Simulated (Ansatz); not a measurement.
**CHFGa+ (triplet): one geometry, many settings**

What do other methods and options give for CHFGa+ (triplet) at this geometry, and how long do they take?

Program: Ansatz 0.2.0, Gaussian basis. Level of theory: the settings change from run to run. These are calculated values, not measurements.

27 further runs of the same task are left out: 15 that didn't finish, 12 set aside as unsound or not needed.

## (1) What is computed

The geometry is a PBE0/def2-TZVP stationary point (not a proven minimum) of the parent state, kept for this charge and spin. No spin-orbit coupling is included. The filled d shell of Ga may be among the frozen orbitals whatever the setting's name suggests; the logs give the count.

4 atoms, charge 1, spin multiplicity 3.

Atoms are counted from 1 here; the program's logs count them from 0.

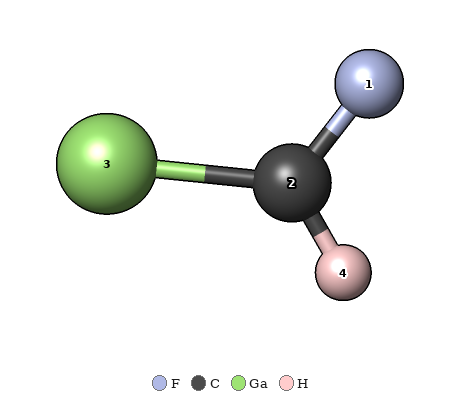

The geometry (fluorine light blue, carbon dark grey, gallium green, hydrogen pink); atoms are numbered from 1 in the order of the file.

## (2) MP2 on UHF/cc-pVDZ

Contents of in.yaml:

```yaml
crystal:
  periodic: [false, false, false]
  atoms:
    - {symbol: F, position_ang: [0.000000, -0.336661, 2.093920]}
    - {symbol: C, position_ang: [0.000000, 0.539280, 1.097638]}
    - {symbol: Ga, position_ang: [0.000000, -0.023872, -0.780573]}
    - {symbol: H, position_ang: [0.000000, 1.570868, 1.447830]}
basis:
  gaussian: {orbitals: cc-pVDZ}
total_charge: 1
magnetization: {spin_polarized: true, initial_magnetization: 2}
correlation: {method: mp2, electrons: outside_noble_gas}
```

Started as:

```
$ ansatz run in.yaml --threads 1 --pin off --events-out ev --progress --plain --max-ram 2393MiB
```

What it wrote:

```text
Functional definition: HF
  name "HF"
  cite "Fock, Z. Phys. 61, 126 (1930) doi:10.1007/BF01340294"
  parent pbe
  exchange = exact_x
  correlation = 0
627 factors; integrals over basis functions are off by at most 1.3e-3 eV
mean field evaluation 1: about -56070.5149 eV, gradient 3.5e1 eV
mean field evaluation 2: about -56070.6268 eV, gradient 3.5e1 eV
mean field evaluation 4: about -56076.0585 eV, gradient 3.4e0 eV
mean field evaluation 8: about -56076.2273 eV, gradient 7.4e-1 eV
mean field evaluation 16: about -56076.2373 eV, gradient 7.6e-6 eV
mean field evaluation 32: about -56076.2175 eV, gradient 1.3e0 eV
mean field -56076.23727986 eV, -2060.7637101961 hartree, gradient 7.6e-6 eV, S^2 2.039498; 2 other end points of the search recorded, 0 dependent functions left out
16 core orbitals not correlated, not the lowest: weight in the atoms' cores, before any rotation towards them, 0.997 or more for the frozen orbitals, at most 0.004 for the correlated occupied ones
reference -56076.23727986 eV, -2060.7637101961 hartree; 8, 6 occupied and 36, 38 virtual orbitals, 627 factors
second order -8.64896974 eV of doubles, -0.00000000 eV of singles
Total energy: -56084.88624961 eV, -2061.0815539717 hartree
```

It took 8.5 s on 1 thread of Intel Xeon at 2.50GHz, shared host.

From the report: ⟨S²⟩ of the determinant 2.039 (pure triplet: 2.00).

## (3) MRCISD+Q(relaxed)(4,3)/STO-3G

Changes to in.yaml since step 2:

```diff
@@ -8,5 +8,5 @@
 basis:
-  gaussian: {orbitals: cc-pVDZ}
+  gaussian: {orbitals: STO-3G}
 total_charge: 1
-magnetization: {spin_polarized: true, initial_magnetization: 2}
-correlation: {method: mp2, electrons: outside_noble_gas}
+magnetization: {spin_polarized: false, initial_magnetization: 2}
+correlation: {method: fic_mrcisd_q_relaxed, electrons: all, active_space: {window: {electrons: 4, orbitals: 3}}}
```

Same command.

What it wrote (excerpt; [...] marks lines left out):

```text
Functional definition: HF
  name "HF"
  cite "Fock, Z. Phys. 61, 126 (1930) doi:10.1007/BF01340294"
  parent pbe
[...]
331 factors; integrals over basis functions are off by at most 7.6e-5 eV
[...]
mean field -55422.08289784 eV, -2036.7239800585 hartree, gradient 2.3e-6 eV, S^2 2.000000; 12 other end points of the search recorded, 0 dependent functions left out
reference -55422.08289784 eV, -2036.7239800585 hartree; 24, 22 occupied and 5, 7 virtual orbitals, 331 factors
state -55422.08289784 eV, -2036.7239800585 hartree
contracted CI cycle   1: correlation 0.00000000 eV, 0.0000000000 hartree, residual 1.31e1 eV
contracted CI cycle   2: correlation -3.21674974 eV, -0.1182133725 hartree, residual 3.28e0 eV
contracted CI cycle   3: correlation -3.51691600 eV, -0.1292442792 hartree, residual 1.27e0 eV
contracted CI cycle   4: correlation -3.56033802 eV, -0.1308400089 hartree, residual 5.12e-1 eV
contracted CI cycle   5: correlation -3.56808497 eV, -0.1311247040 hartree, residual 2.15e-1 eV
contracted CI cycle   6: correlation -3.56938826 eV, -0.1311725991 hartree, residual 1.16e-1 eV
contracted CI cycle   7: correlation -3.56979851 eV, -0.1311876754 hartree, residual 6.72e-2 eV
contracted CI cycle   8: correlation -3.56996355 eV, -0.1311937407 hartree, residual 4.71e-2 eV
contracted CI cycle   9: correlation -3.57003693 eV, -0.1311964373 hartree, residual 2.84e-2 eV
contracted CI cycle  10: correlation -3.57005990 eV, -0.1311972815 hartree, residual 1.38e-2 eV
contracted CI cycle  11: correlation -3.57006496 eV, -0.1311974673 hartree, residual 6.21e-3 eV
contracted CI cycle  12: correlation -3.57006605 eV, -0.1311975073 hartree, residual 3.39e-3 eV
state -55422.08289784 eV, -2036.7239800585 hartree; corrected -55426.05843781 eV, -2036.8700784577 hartree
WARN: 1 active orbitals are nearly empty or full. The corrections depend on them more than the energy does, and are more stable in an active space without them
Total energy: -55426.05843781 eV, -2036.8700784577 hartree
```

Wall time 13 s (1 thread of Intel Xeon at 2.50GHz, shared host).

From the report: 4 determinants; active occupations 2.00, 1.00, 1.00. The report marks this result as in doubt.

## (4) CCSD on ROHF/cc-pVDZ

Changes to in.yaml since step 3:

```diff
@@ -8,5 +8,6 @@
 basis:
-  gaussian: {orbitals: STO-3G}
+  gaussian: {orbitals: cc-pVDZ}
 total_charge: 1
 magnetization: {spin_polarized: false, initial_magnetization: 2}
-correlation: {method: fic_mrcisd_q_relaxed, electrons: all, active_space: {window: {electrons: 4, orbitals: 3}}}
+correlation: {method: ccsd, electrons: outside_noble_gas}
+scf: {omitted_lower_state_checks: [cluster_reference]}
```

The command is unchanged.

What it wrote (excerpt; [...] marks lines left out):

```text
Functional definition: HF
  name "HF"
  cite "Fock, Z. Phys. 61, 126 (1930) doi:10.1007/BF01340294"
  parent pbe
[...]
627 factors; integrals over basis functions are off by at most 1.3e-3 eV
[...]
mean field -56075.96281059 eV, -2060.7536236366 hartree, gradient 6.7e-6 eV, S^2 2.000000; 0 other end points of the search recorded, 0 dependent functions left out
16 core orbitals not correlated, not the lowest: weight in the atoms' cores, before any rotation towards them, 0.996 or more for the frozen orbitals, at most 0.003 for the correlated occupied ones
reference -56075.96281059 eV, -2060.7536236366 hartree; 8, 6 occupied and 36, 38 virtual orbitals, 627 factors
second order -8.84914937 eV of doubles, -0.12161949 eV of singles
cycle   1  -9.17355174 eV  change   -2.0e-1 eV  update   9.4e-2
[...]
cycle  14  -9.57921687 eV  change   -5.7e-6 eV  update   4.6e-6
Total energy: -56085.54202746 eV, -2061.1056533633 hartree
Checks for a lower state left out: cluster_reference
```

Wall time 6.5 s (1 thread of Intel Xeon at 2.50GHz, shared host).

From the report: correlation -9.5792 eV; T1 0.033; largest double amplitude 0.07.

## (5) CASSCF(4,7)/6-31G

Changes to in.yaml since step 4:

```diff
@@ -8,6 +8,8 @@
 basis:
-  gaussian: {orbitals: cc-pVDZ}
+  gaussian: {orbitals: 6-31G}
 total_charge: 1
 magnetization: {spin_polarized: false, initial_magnetization: 2}
-correlation: {method: ccsd, electrons: outside_noble_gas}
-scf: {omitted_lower_state_checks: [cluster_reference]}
+correlation: {active_space: {window: {electrons: 4, orbitals: 7}}}
+accuracy: high
+scf: {lower_state_search: light}
+output: {forces: true}
```

Launched as before.

What it wrote (excerpt; [...] marks lines left out):

```text
Functional definition: HF
  name "HF"
  cite "Fock, Z. Phys. 61, 126 (1930) doi:10.1007/BF01340294"
  parent pbe
[...]
904 factors; integrals over basis functions are off by at most 1.8e-8 eV
[...]
mean field -56066.69801052 eV, -2060.4131485136 hartree, gradient 2.4e-8 eV, S^2 2.000000; 1 other end points of the search recorded, 0 dependent functions left out
reference -56066.69801052 eV, -2060.4131485136 hartree; 24, 22 occupied and 25, 27 virtual orbitals, 904 factors
state -56067.77907321 eV, -2060.4528768350 hartree
the orbitals are reached from a further start. From the first start the search ends at -56067.59657082 eV, -2060.4461699958 hartree
[...]
Total energy: -56067.77907321 eV, -2060.4528768350 hartree
Atom 0 at     0.000000    -0.336661     2.093920 Å, force     0.000000    -0.993703     0.459749 eV/Å
Atom 1 at     0.000000     0.539280     1.097638 Å, force    -0.000000     1.812991     1.013384 eV/Å
Atom 2 at     0.000000    -0.023872    -0.780573 Å, force     0.000000    -0.363501    -0.912682 eV/Å
Atom 3 at     0.000000     1.570868     1.447830 Å, force     0.000000    -0.455787    -0.560451 eV/Å
Dipole moment:     0.000000     0.322014    -0.778149 e Å
```

Run time: 28 s. Hardware: 1 thread of Intel Xeon at 2.50GHz, shared host.

From the report: 441 determinants; active occupations 1.94, 1.00, 0.99, 0.03, 0.03, 0.02, 0.00.

## (6) CASCI(4,8)/STO-3G

Changes to in.yaml since step 5:

```diff
@@ -8,8 +8,6 @@
 basis:
-  gaussian: {orbitals: 6-31G}
+  gaussian: {orbitals: STO-3G}
 total_charge: 1
 magnetization: {spin_polarized: false, initial_magnetization: 2}
-correlation: {active_space: {window: {electrons: 4, orbitals: 7}}}
-accuracy: high
-scf: {lower_state_search: light}
-output: {forces: true}
+correlation: {active_space: {window: {electrons: 4, orbitals: 8}, fixed_orbitals: true}}
+scf: {lower_state_search: off}
```

Launched as before.

What it wrote (excerpt; [...] marks lines left out):

```text
Functional definition: HF
  name "HF"
  cite "Fock, Z. Phys. 61, 126 (1930) doi:10.1007/BF01340294"
  parent pbe
[...]
331 factors; integrals over basis functions are off by at most 7.6e-5 eV
[...]
mean field -55422.08289784 eV, -2036.7239800585 hartree, gradient 2.3e-6 eV, S^2 2.000000; 0 other end points of the search recorded, 0 dependent functions left out
reference -55422.08289784 eV, -2036.7239800585 hartree; 24, 22 occupied and 5, 7 virtual orbitals, 331 factors
state -55422.79729303 eV, -2036.7502335976 hartree
Total energy: -55422.79729303 eV, -2036.7502335976 hartree
Checks for a lower state left out: stability, starts, cluster_reference, orbital_swaps, neighbouring_geometries, increment
```

It took 1.4 s on 1 thread of Intel Xeon at 2.50GHz, shared host.

From the report: 384 determinants; active occupations 1.93, 1.00, 0.99, 0.03, 0.03, 0.02, 0.00, 0.00.

## (7) BCCD/cc-pVDZ

Contents of in.yaml:

```yaml
crystal:
  periodic: [false, false, false]
  atoms:
    - {symbol: F, position_ang: [0.000000, -0.336661, 2.093920]}
    - {symbol: C, position_ang: [0.000000, 0.539280, 1.097638]}
    - {symbol: Ga, position_ang: [0.000000, -0.023872, -0.780573]}
    - {symbol: H, position_ang: [0.000000, 1.570868, 1.447830]}
basis:
  gaussian: {orbitals: cc-pVDZ}
total_charge: 1
magnetization: {spin_polarized: true, initial_magnetization: 2}
hamiltonian: {xc: {name: PBE}, pseudopotentials: {relativity: none}}
correlation: {method: bccd, electrons: outside_noble_gas}
```

The command is unchanged.

What it wrote (excerpt; [...] marks lines left out):

```text
Functional definition: PBE
  name "PBE"
  cite "Perdew, Burke & Ernzerhof, Phys. Rev. Lett. 77, 3865 (1996) doi:10.1103/PhysRevLett.77.3865"
  parent pbe
[...]
627 factors; integrals over basis functions are off by at most 1.3e-3 eV
[...]
mean field -56124.86866424 eV, -2062.5508806084 hartree, gradient 2.1e-6 eV, S^2 2.004785; 0 other end points of the search recorded, 0 dependent functions left out
16 core orbitals not correlated, not the lowest: weight in the atoms' cores, before any rotation towards them, 0.994 or more for the frozen orbitals, at most 0.004 for the correlated occupied ones
reference -56074.88188722 eV, -2060.7139004351 hartree; 8, 6 occupied and 36, 38 virtual orbitals, 627 factors
second order -9.64229015 eV of doubles, -0.71269128 eV of singles
cycle   1  -9.77199366 eV  change    5.5e-1 eV  update   1.3e-1
[...]
cycle  13  -10.27721910 eV  change    4.7e-6 eV  update   8.6e-6
Total energy: -56085.15910632 eV, -2061.0915812709 hartree
```

Run time: 14 s. Hardware: 1 thread of Intel Xeon at 2.50GHz, shared host.

From the report: ⟨S²⟩ of the determinant 2.005 (pure triplet: 2.00); correlation -10.2772 eV; largest double amplitude 0.07.

## (8) CASCI(2,7)/STO-3G

Contents of in.yaml:

```yaml
crystal:
  periodic: [false, false, false]
  atoms:
    - {symbol: F, position_ang: [0.000000, -0.336661, 2.093920]}
    - {symbol: C, position_ang: [0.000000, 0.539280, 1.097638]}
    - {symbol: Ga, position_ang: [0.000000, -0.023872, -0.780573]}
    - {symbol: H, position_ang: [0.000000, 1.570868, 1.447830]}
basis:
  gaussian: {orbitals: STO-3G}
total_charge: 1
magnetization: {spin_polarized: false, initial_magnetization: 2}
correlation: {active_space: {window: {electrons: 2, orbitals: 7}, fixed_orbitals: true, states: [{multiplicity: 3, weights: [0.5, 1, 1, 1]}]}}
accuracy: high
```

Same command.

What it wrote (excerpt; [...] marks lines left out):

```text
Functional definition: HF
  name "HF"
  cite "Fock, Z. Phys. 61, 126 (1930) doi:10.1007/BF01340294"
  parent pbe
[...]
429 factors; integrals over basis functions are off by at most 2.1e-8 eV
[...]
mean field -55422.08304140 eV, -2036.7239853343 hartree, gradient 2.4e-8 eV, S^2 2.000000; 13 other end points of the search recorded, 0 dependent functions left out
reference -55422.08304140 eV, -2036.7239853343 hartree; 24, 22 occupied and 5, 7 virtual orbitals, 429 factors
state -55422.08349409 eV, -2036.7240019703 hartree
state -55420.30994048 eV, -2036.6588250774 hartree
state -55418.02706290 eV, -2036.5749308736 hartree
state -55414.26495252 eV, -2036.4366758674 hartree
Total energy: -55418.18391513 eV, -2036.5806950867 hartree
```

It took 11 s on 1 thread of Intel Xeon at 2.50GHz, shared host.

From the report: 20 determinants; active occupations (of the averaged states) 1.00, 0.29, 0.29, 0.29, 0.14, 0.00, 0.00.

## (9) CCSD(T) on ROHF/cc-pVDZ

Contents of in.yaml:

```yaml
crystal:
  periodic: [false, false, false]
  atoms:
    - {symbol: F, position_ang: [0.000000, -0.336661, 2.093920]}
    - {symbol: C, position_ang: [0.000000, 0.539280, 1.097638]}
    - {symbol: Ga, position_ang: [0.000000, -0.023872, -0.780573]}
    - {symbol: H, position_ang: [0.000000, 1.570868, 1.447830]}
basis:
  gaussian: {orbitals: cc-pVDZ}
total_charge: 1
magnetization: {spin_polarized: false, initial_magnetization: 2}
correlation: {method: ccsd_t, electrons: outside_noble_gas}
accuracy: high
scf: {omitted_lower_state_checks: [cluster_reference]}
output: {forces: true}
```

Same command.

What it wrote (excerpt; [...] marks lines left out):

```text
Functional definition: HF
  name "HF"
  cite "Fock, Z. Phys. 61, 126 (1930) doi:10.1007/BF01340294"
  parent pbe
[...]
1257 factors; integrals over basis functions are off by at most 4.4e-9 eV
[...]
mean field -56075.96297462 eV, -2060.7536296643 hartree, gradient 4.7e-8 eV, S^2 2.000000; 0 other end points of the search recorded, 0 dependent functions left out
16 core orbitals not correlated, not the lowest: weight in the atoms' cores, before any rotation towards them, 0.996 or more for the frozen orbitals, at most 0.003 for the correlated occupied ones
reference -56075.96297462 eV, -2060.7536296643 hartree; 8, 6 occupied and 36, 38 virtual orbitals, 1257 factors
second order -8.84917914 eV of doubles, -0.12162007 eV of singles
cycle   1  -9.17356199 eV  change   -2.0e-1 eV  update   9.4e-2
[...]
cycle  28  -9.57923182 eV  change  -6.3e-10 eV  update  9.0e-10
perturbative correction -0.25966267 eV, -0.0095424272 hartree
[...]
Total energy: -56085.80186911 eV, -2061.1152023677 hartree
Atom 0 at     0.000000    -0.336661     2.093920 Å, force     0.000000     0.033513    -0.691538 eV/Å
Atom 1 at     0.000000     0.539280     1.097638 Å, force    -0.000000    -0.412359     1.648708 eV/Å
Atom 2 at     0.000000    -0.023872    -0.780573 Å, force     0.000000    -0.309880    -0.776461 eV/Å
Atom 3 at     0.000000     1.570868     1.447830 Å, force    -0.000000     0.688727    -0.180709 eV/Å
Dipole moment:     0.000000     0.220170    -0.526796 e Å
Checks for a lower state left out: cluster_reference
```

Wall time 51 s (1 thread of Intel Xeon at 2.50GHz, shared host); peak memory 0.36 GiB.

From the report: correlation -9.8389 eV; T1 0.033; largest double amplitude 0.07.

## (10) MP2 on ROHF/cc-pVDZ

Changes to in.yaml since step 9:

```diff
@@ -11,5 +11,3 @@
 magnetization: {spin_polarized: false, initial_magnetization: 2}
-correlation: {method: ccsd_t, electrons: outside_noble_gas}
-accuracy: high
-scf: {omitted_lower_state_checks: [cluster_reference]}
+correlation: {method: mp2, electrons: outside_noble_gas}
 output: {forces: true}
```

Same command.

What it wrote (excerpt; [...] marks lines left out):

```text
Functional definition: HF
  name "HF"
  cite "Fock, Z. Phys. 61, 126 (1930) doi:10.1007/BF01340294"
  parent pbe
[...]
627 factors; integrals over basis functions are off by at most 1.3e-3 eV
[...]
mean field -56075.96281059 eV, -2060.7536236366 hartree, gradient 6.7e-6 eV, S^2 2.000000; 0 other end points of the search recorded, 0 dependent functions left out
[...]
16 core orbitals not correlated, not the lowest: weight in the atoms' cores, before any rotation towards them, 0.996 or more for the frozen orbitals, at most 0.003 for the correlated occupied ones
reference -56075.96281059 eV, -2060.7536236366 hartree; 8, 6 occupied and 36, 38 virtual orbitals, 627 factors
second order -8.84914937 eV of doubles, -0.12161949 eV of singles
[...]
Total energy: -56084.93357946 eV, -2061.0832933116 hartree
Atom 0 at     0.000000    -0.336661     2.093920 Å, force    -0.000000     0.140903    -0.819850 eV/Å
Atom 1 at     0.000000     0.539280     1.097638 Å, force     0.000000    -0.478515     1.508911 eV/Å
Atom 2 at     0.000000    -0.023872    -0.780573 Å, force     0.000000    -0.227867    -0.475987 eV/Å
Atom 3 at     0.000000     1.570868     1.447830 Å, force    -0.000000     0.565480    -0.213074 eV/Å
Dipole moment:     0.000000     0.212497    -0.581387 e Å
```

Wall time 14 s (1 thread of Intel Xeon at 2.50GHz, shared host).

## (11) All runs side by side

Where basis and cores are those of an earlier UCCSDT(Q)/cc-pVDZ run (-56085.8642 eV), and the state is the same kind, the miss against it is given. † marks a result that the program doubts.

```
                                     level         correlated  functions  energy (eV)  from UCCSDT(Q) (meV)   time
                        MP2 on UHF/cc-pVDZ  outside noble gas         60  -56084.8862                 977.9  8.5 s
           MRCISD+Q(relaxed)(4,3)/STO-3G †                all         29  -55426.0584                         13 s
                      CCSD on ROHF/cc-pVDZ  outside noble gas         60  -56085.5420                 322.1  6.5 s
                         CASSCF(4,7)/6-31G                            49  -56067.7791                         28 s
                         CASCI(4,8)/STO-3G                            29  -55422.7973                        1.4 s
            BCCD/cc-pVDZ (on PBE orbitals)  outside noble gas         60  -56085.1591                         14 s
CASCI(2,7)/STO-3G (mean of several states)                            29  -55418.1839                         11 s
                   CCSD(T) on ROHF/cc-pVDZ  outside noble gas         60  -56085.8019                  62.3   51 s
                       MP2 on ROHF/cc-pVDZ  outside noble gas         60  -56084.9336                 930.6   14 s
```

## (12) Summary of results

```
quantity                          value
    runs                              9
quickest       CASCI(4,8)/STO-3G, 1.4 s
 slowest  CCSD(T) on ROHF/cc-pVDZ, 51 s
```

What this shows: Total energies in different bases, with other cores or another treatment of relativity can't be set against each other. CCSD(T) on ROHF/cc-pVDZ took 38 times as long as CASCI(4,8)/STO-3G; the jobs differ in more than the method. Among the correlated runs with a miss given, it spans +62 to +978 meV.
